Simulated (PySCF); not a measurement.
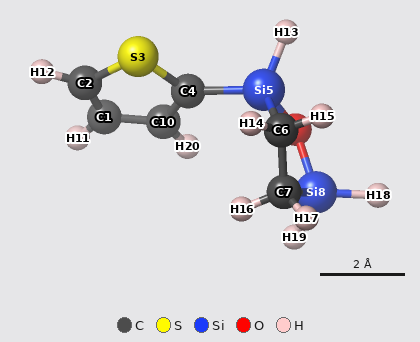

The structure (ball-and-stick view, seen at a tilt; atoms are numbered from 1 in the order of the input).

# Two runs on C₆H₁₀OSSi₂

System: C₆H₁₀OSSi₂.
Method of run 1: GIAO WP04/pcSseg-1 NMR shielding, non-relativistic, gas phase (PySCF 2.14.0).

The geometry comes from this level: PBE0-D3(BJ)/def2-SVP. Text and figures count atoms from 1; the logs count them from 0 in places.

### Input file, run 1
```
{"job": {"kind": "nmr", "xc": "WP04", "basis": "pcSseg-1", "pop": false}, "charge": 0, "multiplicity": 1}
C      2.951916    -0.417960    -0.777573
C      3.361730     0.872382    -0.559685
S      2.248685     1.724755     0.427956
C      1.198793     0.361995     0.567748
Si    -0.435524     0.386172     1.460150
C     -1.742977     1.396330     0.536619
C     -2.299965     0.456288    -0.555473
Si    -2.353657    -1.277619     0.208340
O     -1.092124    -1.153556     1.316314
C      1.717020    -0.707229    -0.135125
H      3.517011    -1.134393    -1.375295
H      4.263734     1.363301    -0.924075
H     -0.272712     0.771011     2.890178
H     -1.348556     2.336674     0.118846
H     -2.537324     1.671895     1.252280
H     -1.600833     0.417954    -1.408986
H     -3.268719     0.796786    -0.954825
H     -3.631865    -1.568676     0.925221
H     -2.082236    -2.377184    -0.763292
H      1.215769    -1.676274    -0.173099
```

The first line tells a small driver script what to run in PySCF; the rest is the geometry in Å.

Launched with:
```bash
OMP_NUM_THREADS=1 python <driver script> task.json out
```

Hardware: 1 CPU thread, shared host.

### Output (run 1)
```
coarse grid: 18680 points
cycle   1  E = -1304.2975038911  dE =  1.352e+00  |g| = 1.278e+00  |ddm| = 4.491e+00
cycle   2  E = -1303.4296370078  dE =  8.679e-01  |g| = 2.332e+00  |ddm| = 3.289e+00
cycle   3  E = -1304.5931989700  dE = -1.164e+00  |g| = 3.406e-01  |ddm| = 2.743e+00
cycle   4  E = -1304.6143880509  dE = -2.119e-02  |g| = 1.576e-01  |ddm| = 4.374e-01
cycle   5  E = -1304.6202201471  dE = -5.832e-03  |g| = 4.353e-02  |ddm| = 1.627e-01
cycle   6  E = -1304.6205883169  dE = -3.682e-04  |g| = 2.040e-02  |ddm| = 5.071e-02
cycle   7  E = -1304.6206889932  dE = -1.007e-04  |g| = 5.984e-03  |ddm| = 2.345e-02
cycle   8  E = -1304.6206983502  dE = -9.357e-06  |g| = 1.436e-03  |ddm| = 7.595e-03
final grid: 167776 points
cycle   9  E = -1304.7187831246  dE = -4.923e-05  |g| = 9.725e-03  |ddm| = 4.377e-02
cycle  10  E = -1304.7187370973  dE =  4.603e-05  |g| = 1.712e-02  |ddm| = 2.097e-02
cycle  11  E = -1304.7188035268  dE = -6.643e-05  |g| = 2.179e-03  |ddm| = 1.521e-02
cycle  12  E = -1304.7188046990  dE = -1.172e-06  |g| = 7.446e-04  |ddm| = 2.819e-03
cycle  13  E = -1304.7188048272  dE = -1.282e-07  |g| = 2.595e-04  |ddm| = 8.124e-04
cycle  14  E = -1304.7188048415  dE = -1.428e-08  |g| = 8.003e-05  |ddm| = 2.601e-04
cycle  15  E = -1304.7188048429  dE = -1.348e-09  |g| = 3.062e-05  |ddm| = 8.892e-05
cycle  16  E = -1304.7188048431  dE = -2.105e-10  |g| = 9.904e-06  |ddm| = 3.401e-05
converged SCF energy = -1304.7188048431

GIAO shielding tensors (ppm)
atom      isotropic    diamagn.    paramagn.     s11        s22        s33       span
  0 C       39.958     255.566    -215.608    -44.682     27.036    137.520    182.202
  1 C       29.422     264.702    -235.280    -66.392     27.031    127.627    194.018
  2 S      214.600    1062.030    -847.430     69.188    224.550    350.061    280.873
  3 C       28.383     266.273    -237.889    -46.244     -1.687    133.080    179.324
  4 Si     345.852     884.067    -538.215    304.351    341.012    392.194     87.842
  5 C      158.884     257.308     -98.424    151.157    159.801    165.695     14.537
  6 C      163.705     256.335     -92.630    152.008    162.947    176.161     24.153
  7 Si     347.772     881.957    -534.185    301.936    338.641    402.739    100.802
  8 O      290.796     403.582    -112.787    234.213    316.861    321.313     87.101
  9 C       29.015     253.530    -224.515    -64.223     17.336    133.932    198.155
 10 H       24.653      30.541      -5.888     21.550     25.364     27.044      5.495
 11 H       24.307      29.729      -5.422     21.615     24.080     27.226      5.612
 12 H       26.651      29.322      -2.670     22.724     25.110     32.120      9.396
 13 H       30.601      32.997      -2.396     26.515     28.550     36.738     10.223
 14 H       30.747      29.932       0.816     26.242     28.350     37.650     11.408
 15 H       30.844      36.284      -5.440     26.821     29.692     36.018      9.197
 16 H       30.738      28.640       2.098     25.884     27.854     38.477     12.592
 17 H       27.290      28.291      -1.001     23.922     24.578     33.370      9.449
 18 H       27.140      30.542      -3.402     23.652     25.190     32.577      8.926
 19 H       24.263      35.202     -10.939     20.257     23.581     28.952      8.695
```

Run 2 used a changed input.

### The two runs side by side

| quantity | run 1 | run 2 |
| --- | --- | --- |
| outcome | converged | converged |
| total energy (hartree) | −1304.718805 | −1286.328415 |
| HOMO (eV) | −7.99 | −6.98 |
| LUMO (eV) | −2.82 | −0.82 |
| dipole moment (D) | 1.70 | 1.76 |
| shielding of C1 (ppm) | 40.0 | 52.2 |
| shielding of C2 (ppm) | 29.4 | 43.3 |
| shielding of S3 (ppm) | 214.6 | 259.7 |
| shielding of C4 (ppm) | 28.4 | 43.2 |
| shielding of C6 (ppm) | 158.9 | 172.0 |
| shielding of C7 (ppm) | 163.7 | 178.1 |
| shielding of C10 (ppm) | 29.0 | 41.5 |
| SCF iterations | 16 | 14 |
| basis functions | 241 | 241 |
| wall time (shared host) | 43 s | 57 s |

What was changed in the input?

The change (lines with − go, lines with + come):
```diff
-"xc": "WP04"
+"xc": "PBE0"
-"pop": false
```

The total energies belong to different methods, so their difference says nothing on which is more stable or more accurate. The HOMO goes from −7.99 to −6.98 eV. The LUMO goes from −2.82 to −0.82 eV. The dipole moment goes from 1.70 to 1.76 D. Of all shieldings, the largest change is that of S3, by +45.1 ppm. The functional changes from WP04 to PBE0. Exact exchange removes part of the self-interaction error of semilocal functionals, which pushes filled and empty levels apart. The SCF takes 14 iterations against 16.

### Output (run 2)
```
coarse grid: 18680 points
cycle   1  E = -1286.1168967163  dE =  1.481e+00  |g| = 8.348e-01  |ddm| = 4.401e+00
cycle   2  E = -1285.8643780183  dE =  2.525e-01  |g| = 1.389e+00  |ddm| = 1.982e+00
cycle   3  E = -1286.2518187131  dE = -3.874e-01  |g| = 1.489e-01  |ddm| = 1.462e+00
cycle   4  E = -1286.2561692355  dE = -4.351e-03  |g| = 6.041e-02  |ddm| = 1.899e-01
cycle   5  E = -1286.2570584505  dE = -8.892e-04  |g| = 1.350e-02  |ddm| = 6.370e-02
cycle   6  E = -1286.2570981198  dE = -3.967e-05  |g| = 4.675e-03  |ddm| = 1.667e-02
cycle   7  E = -1286.2571031466  dE = -5.027e-06  |g| = 1.574e-03  |ddm| = 5.956e-03
final grid: 167776 points
cycle   8  E = -1286.3283703687  dE = -1.313e-05  |g| = 1.372e-02  |ddm| = 3.610e-02
cycle   9  E = -1286.3282948248  dE =  7.554e-05  |g| = 2.234e-02  |ddm| = 3.351e-02
cycle  10  E = -1286.3284141459  dE = -1.193e-04  |g| = 1.657e-03  |ddm| = 2.253e-02
cycle  11  E = -1286.3284148167  dE = -6.709e-07  |g| = 3.877e-04  |ddm| = 1.841e-03
cycle  12  E = -1286.3284148508  dE = -3.408e-08  |g| = 1.347e-04  |ddm| = 4.402e-04
cycle  13  E = -1286.3284148543  dE = -3.501e-09  |g| = 5.381e-05  |ddm| = 1.701e-04
cycle  14  E = -1286.3284148550  dE = -7.012e-10  |g| = 1.208e-05  |ddm| = 6.704e-05
converged SCF energy = -1286.3284148550

GIAO shielding tensors (ppm)
atom      isotropic    diamagn.    paramagn.     s11        s22        s33       span
  0 C       52.231     254.968    -202.737    -31.525     38.039    150.179    181.703
  1 C       43.251     265.245    -221.994    -51.258     39.890    141.122    192.381
  2 S      259.730    1057.904    -798.173    119.523    255.998    403.670    284.147
  3 C       43.188     264.105    -220.917    -30.734     14.114    146.183    176.917
  4 Si     347.447     880.684    -533.237    298.118    340.211    404.012    105.895
  5 C      172.045     255.528     -83.484    163.589    173.656    178.890     15.301
  6 C      178.056     254.807     -76.751    165.416    177.252    191.502     26.086
  7 Si     350.121     879.259    -529.138    295.014    337.729    417.621    122.607
  8 O      295.616     399.082    -103.466    219.798    333.054    333.994    114.196
  9 C       41.463     250.898    -209.435    -49.631     27.157    146.862    196.493
 10 H       24.015      30.058      -6.044     20.636     24.700     26.707      6.071
 11 H       23.715      29.971      -6.256     20.776     23.571     26.797      6.021
 12 H       25.574      28.274      -2.700     21.543     24.040     31.139      9.595
 13 H       30.208      31.862      -1.654     25.834     27.790     37.000     11.167
 14 H       30.354      30.314       0.039     25.297     27.776     37.987     12.690
 15 H       30.414      33.809      -3.395     25.975     29.034     36.233     10.258
 16 H       30.352      29.120       1.232     24.913     27.231     38.911     13.998
 17 H       26.248      27.775      -1.527     22.685     23.508     32.550      9.865
 18 H       26.047      28.996      -2.948     22.481     24.087     31.574      9.094
 19 H       23.689      33.069      -9.380     19.372     23.305     28.389      9.017
```
